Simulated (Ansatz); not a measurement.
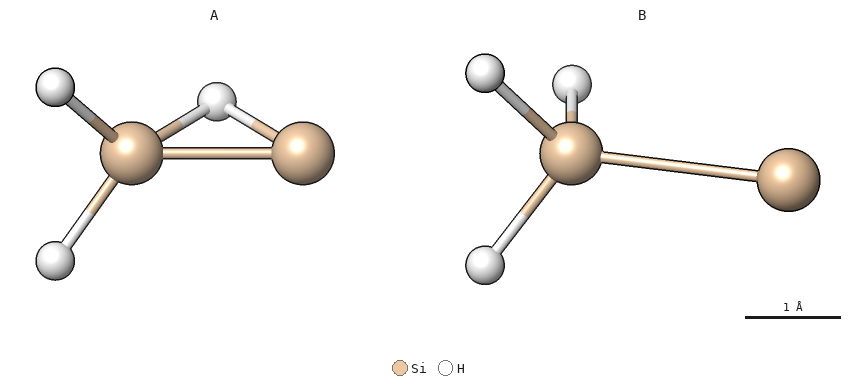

Two geometries of Si₂H₃ (charge −1), drawn at one scale. One is the start of a relaxation, the other its converged end. Style: ball-and-stick. Shown at a tilt.

These are results of RHF/def2-TZVP (Ansatz), not measurements. Settings: no spin polarisation; force threshold 0.02 eV/Å; at most 50 steps.

Which one is relaxed?

Structure B is the relaxed one. The run prepares an end point of a later path (hydrogen shift) calculation, from a guessed geometry. The energy falls by 398.6 kJ/mol in 10 accepted moves (12 points after the start). Largest force component: 14 eV/Å at the start, 0.00085 eV/Å at the end. The line search rejected the trial steps at points 8, 11 of the run. The largest move after the best rigid fit is that of an H atom, 0.85 Å. Largest moves by element: H 0.85 Å, Si 0.84 Å. Among the contacts that change: H–Si 1.447 → 3.090 Å, Si–Si 1.802 → 2.360 Å, H–Si 1.393 → 1.508 Å, H–Si 1.440 → 1.505 Å. Bonds break: H–Si (1.45 → 3.09 Å). Among the angles between lasting bonds that change: Si–Si–H 51.6° → 104.0°, H–Si–H 127.9° → 103.4°, Si–Si–H 125.3° → 121.8°. The run took 10 s on 1 thread of Intel(R) Xeon(R) Platinum 8488C (Sapphire Rapids), on a shared host, peak memory 0.19 GiB.

Limits of the set-up: the basis has no diffuse functions, which an anion needs.
